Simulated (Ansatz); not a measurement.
# Ge2H10Si2 (SMILES [SiH3][GeH2][GeH2][SiH3]): what the fields show

Input file:

```
crystal:
  periodic: [false, false, false]
  atoms:
    - {symbol: Si, position_ang: [-1.773019, 1.604297, -0.497069]}
    - {symbol: Ge, position_ang: [-0.379040, 0.931483, 1.308165]}
    - {symbol: Ge, position_ang: [1.564442, -0.249577, 0.460527]}
    - {symbol: Si, position_ang: [0.877749, -2.119271, -0.838501]}
    - {symbol: H, position_ang: [-2.222309, 0.402318, -1.248972]}
    - {symbol: H, position_ang: [-2.968546, 2.343478, -0.011844]}
    - {symbol: H, position_ang: [-1.005093, 2.482468, -1.419277]}
    - {symbol: H, position_ang: [-1.159719, -0.007205, 2.248024]}
    - {symbol: H, position_ang: [0.064592, 2.156452, 2.129819]}
    - {symbol: H, position_ang: [2.391219, 0.715570, -0.410619]}
    - {symbol: H, position_ang: [2.455712, -0.707167, 1.630466]}
    - {symbol: H, position_ang: [0.047928, -3.028773, -0.004457]}
    - {symbol: H, position_ang: [2.047164, -2.876004, -1.359083]}
    - {symbol: H, position_ang: [0.058910, -1.648068, -1.987171]}
basis:
  gaussian: {orbitals: def2-TZVPP}
hamiltonian: {xc: pbe0, dispersion: d4}
output: {orbitals: {seedname: orbitals}}
```

Command:

```sh
ansatz run in.yaml --threads 4 --pin off --events-out ev --progress --plain --max-ram 11315MiB
```

Geometry: PBE0-D4/def2-TZVP.

Theory: RKS PBE0-D4/def2-TZVPP (Ansatz 0.2.0).

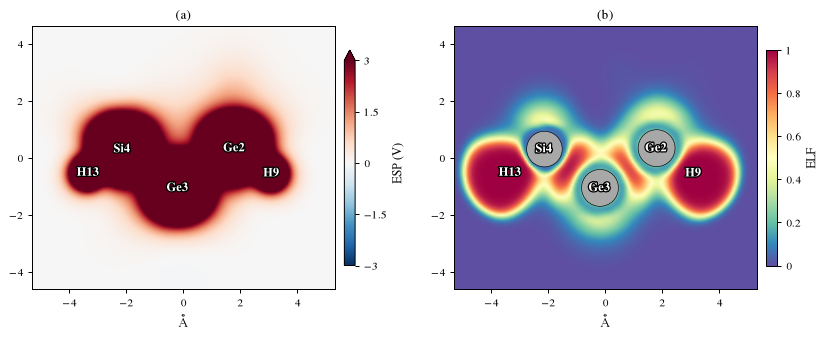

Figure 1. (a) electrostatic potential; (b) electron localisation function on the plane of atoms Ge2, Ge3 and Si4. Grey discs cover the atomic cores in the ELF map.

Read the bonding off the picture.

- The section cuts through Ge, Si and H sites.
- Si–Ge (2.38 Å): the ELF peaks at about 0.95 between the atoms: localised, covalent bonding.
- Ge–Ge (2.43 Å): the ELF peaks at about 0.85 between the atoms; a shared electron pair.
- Si–H (1.49 Å): the ELF climbs to about 1 towards the hydrogen, as it does in any bond to H.
- Ge–H (1.54 Å): the ELF climbs to about 1 towards the hydrogen.
- The potential has no marked negative region in this plane.

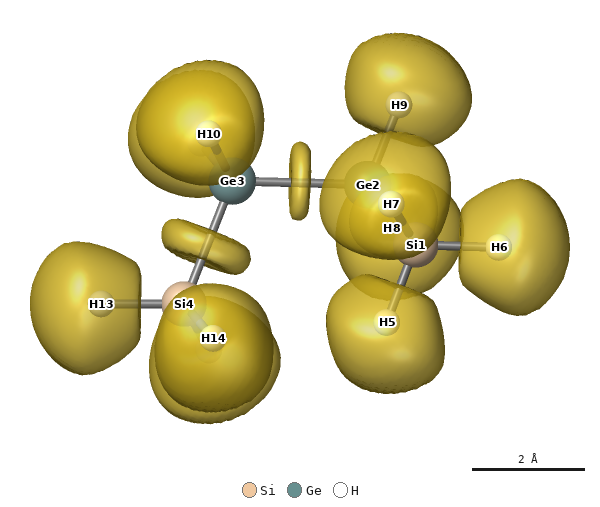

Figure 2. Isosurface of the electron localisation function at 0.75 (yellow), seen at a tilt. Only the valence region is drawn (cores and ρ < 0.01 e/Å³ removed).

Describe the localisation domains.

At this value the surface marks out one region between bonded Ge–Ge atoms (shared pairs), two regions between bonded Ge–Si atoms (shared pairs) and ten regions around hydrogen nuclei.

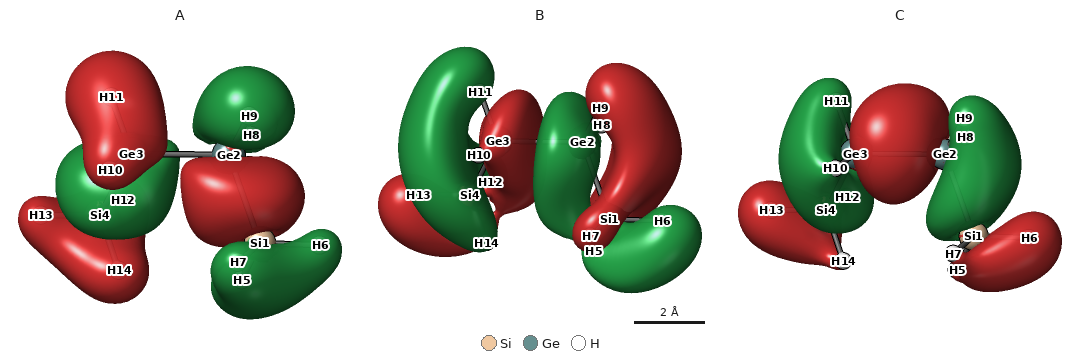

Figure 3. Three frontier orbitals at ±0.05 Å⁻³ᐟ² (green and red are the two phases), in no order.

Order the three orbitals by energy and name them.

A is the HOMO−1 (−8.18 eV). It lies mainly on Ge2 (about 20 %), Ge3 (about 20 %), Si1 (about 15 %), Si4 (about 15 %), H9 (about 5 %) and H11 (about 5 %). C is the HOMO (−7.72 eV). It lies mainly on Ge2 (about 30 %), Ge3 (about 30 %), Si1 (about 10 %) and Si4 (about 10 %). B is the LUMO (−0.27 eV). It lies mainly on Ge2 (about 20 %), Ge3 (about 20 %), Si1 (about 15 %) and Si4 (about 15 %).

What is the HOMO–LUMO gap?

7.45 eV between the orbital energies.
